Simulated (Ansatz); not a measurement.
Electronic density of states of amorphous hafnium silicate (Hf6Si14O40), density 4.23 g/cm³, on a 2×2×2 Γ-centred mesh with a Gaussian width of 0.1 eV; energies count from the Fermi level, whose place inside the gap is arbitrary. Cell and mesh are small, so fine structure isn't converged. All values below come from PBE, scalar-relativistic without spin-orbit coupling (plane waves to 420 eV, PAW; Ansatz, an electronic-structure program). Sampling: a 2×2×2 Γ-centred mesh; Fermi-Dirac width 0.02 eV; no spin polarisation. At PBE the levels at the filled edge of the gap are localised (band-tail or defect states), and the nearest spread-out levels lie 5.1 eV apart at the zone centre.

It comes from a melt-quench run on a machine-learned potential (CHGNet), relaxed afterwards by DFT. O atoms were pushed apart under 1.9 Å during the dynamics, to hinder bonds among them. The hot cell started wider than the set density and was brought back towards it in steps. It is the lowest in DFT energy of 8 quenches. It is a model cell: composition and starting density were chosen by hand, and all elements were melted together. No dispersion term was used. Its density started from a set value of 4.23 and ended at 4.23 g/cm³. The simulated quench (nominally 300 K/ps over its main leg) is rapid and tends to freeze in more defects than a deposited or slowly cooled glass has. Values belong to this one cell and scatter from quench to quench. The volume was held where the preparation left it and the shape relaxed, at a PBE pressure of 3.0 GPa. Stress components on the final sampling reach 3.0 GPa.

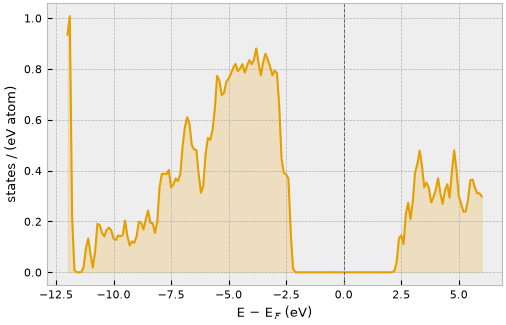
*Density of states per atom*

The level gap on this mesh is 4.71 eV; the broadening fills part of it in the curve.
